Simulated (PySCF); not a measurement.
# C2H11Si3 (SMILES C[Si]([SiH3])C[SiH3]) (doublet): what the fields show

Input

```
{"job": {"kind": "epr", "basis": "pcH-1"}, "charge": 0, "multiplicity": 2}
Si     0.328453     0.090738    -0.250212
Si     2.022604    -1.339324    -0.911886
C      0.884313     1.897649     0.140226
C     -0.890551    -0.452410     1.150456
Si    -2.401771    -0.190698     0.011649
H      3.143449    -1.755463    -0.064785
H      1.432201    -2.603746    -1.351545
H      2.664260    -0.789440    -2.106401
H      1.437494     1.967627     1.085119
H      1.538743     2.321088    -0.629512
H      0.035992     2.585082     0.234397
H     -0.777294    -1.498201     1.463741
H     -0.857559     0.160479     2.059097
H     -3.639933    -0.381137     0.764001
H     -2.479610     1.158559    -0.531612
H     -2.440791    -1.170802    -1.062733
```

Launched as:

```sh
OMP_NUM_THREADS=1 python cluster_run.py task.json out
```

Geometry: GFN1-xTB.

Theory: UKS B3LYP, pcH-1 on C H Si, non-relativistic, mean-field spin-orbit, GIAO in PySCF 2.14.0, density-fitted response routines.

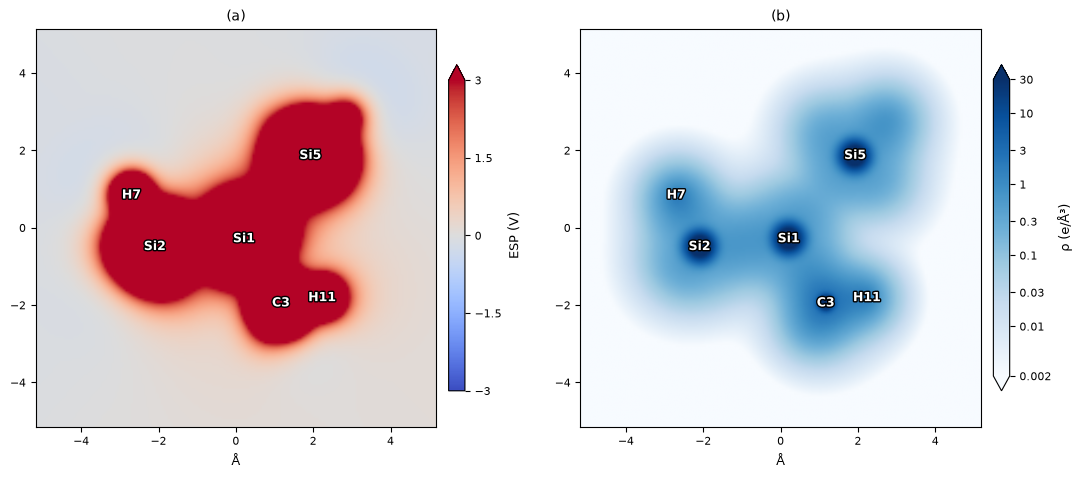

Figure 1. (a) molecular electrostatic potential; (b) electron density on the plane of atoms Si2, Si1 and C3.

> Describe what can be read from this map.

The section cuts through Si, C and H sites. C–Si (1.93 Å): the density is about 0.86 e/Å³ at the midpoint. Si–Si (2.31 Å): the density is about 0.65 e/Å³ at the midpoint. C–H (1.10 Å): ρ at the midpoint is about 1.9 e/Å³. Si–H (1.46 Å): the density is about 0.8 e/Å³ at the midpoint. The potential has no marked negative region in this plane.

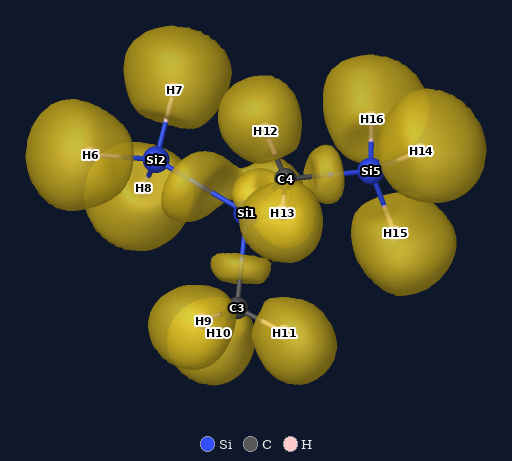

Figure 2. Isosurface of the electron localisation function at 0.8 (yellow), seen at a tilt. Only the valence region is drawn (cores and ρ < 0.01 e/Å³ removed).

> Describe the localisation domains.

At this value the surface marks out three regions between bonded C–Si atoms (shared pairs), eleven regions around hydrogen nuclei and one region on Si in which the atom's valence shell and bonds are merged. Along the contacts the grid gives the following. C–Si (1.91 Å): the ELF peaks at about 0.95 between the atoms, as expected for a covalent bond. Si–Si (2.31 Å): the ELF peaks at about 1 between the atoms; localised, covalent bonding.

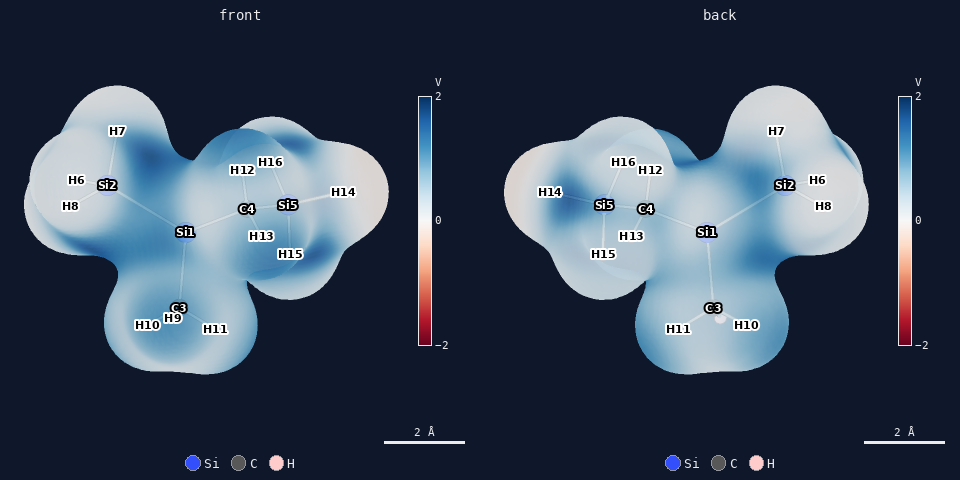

Figure 3. The molecular electrostatic potential painted on the density surface at 0.004 e/bohr³, seen from the front and from behind; red is negative and blue positive.

> Where is the surface potential most negative and most positive?

The most negative region (about −0.1 V) lies over H14, the most positive (about +1.7 V) over Si2 and Si5.
